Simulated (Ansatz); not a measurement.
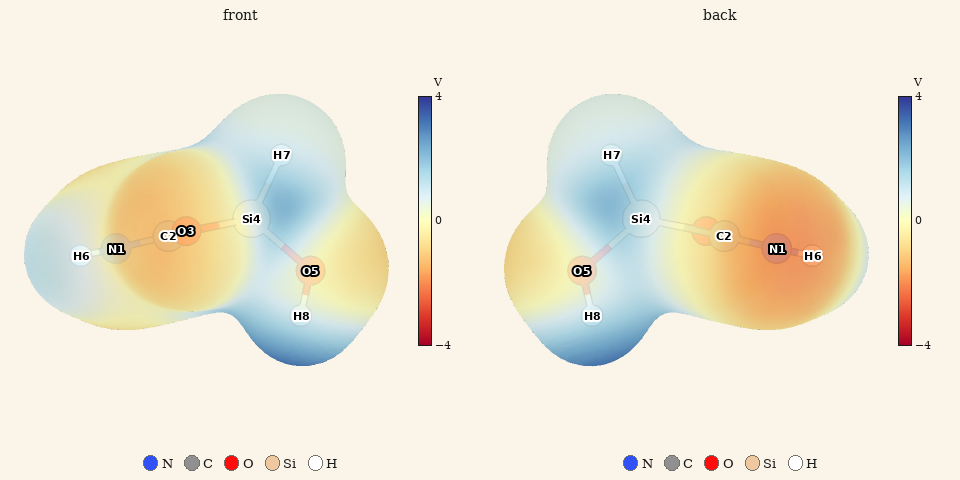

Figure 1: CH$_{3}$NO$_{2}$Si. The electrostatic potential painted on the density surface at 0.002 e/bohr³, seen from the front and from behind; the colour scale runs from red (negative) to blue (positive).

Computed with RKS B3LYP/def2-SVP in Ansatz 0.2.0.

Input

```
crystal:
  periodic: [false, false, false]
  atoms:
    - { symbol: "N", position_ang: [-0.4467, 1.9919, 0.5224] }
    - { symbol: C, position_ang: [-0.063, 0.8875, 0.198] }
    - { symbol: O, position_ang: [0.1718, -0.152, 0.9467] }
    - { symbol: Si, position_ang: [0.5826, -0.421, -0.7318] }
    - { symbol: O, position_ang: [-0.4587, -1.7057, -1.1873] }
    - { symbol: H, position_ang: [-0.6234, 2.0738, 1.5287] }
    - { symbol: H, position_ang: [1.9759, -0.7648, -0.8424] }
    - { symbol: H, position_ang: [-1.0463, -1.9669, -0.49] }
basis:
  gaussian: { orbitals: def2-SVP }
hamiltonian:
  xc: b3lyp
relax:
  f_tol: 0.02
  max_steps: 50
output:
  orbitals: {}
```

Run with:

```sh
ansatz run input.yaml --threads 2 --pin off --max-ram 3072MiB --backend cpu --events-out ev --progress --plain --runs-dir out
```

The fields are those of the run's last geometry, not of the input's.

Question: Which sites attract a positive test charge, and which a negative one?

Answer: A positive charge is drawn to the negative regions and a negative charge to the positive ones. The most negative region (about −1.9 V) lies over N1, the most positive (about +3.0 V) over H8. N1 is the likeliest acceptor of a hydrogen bond.
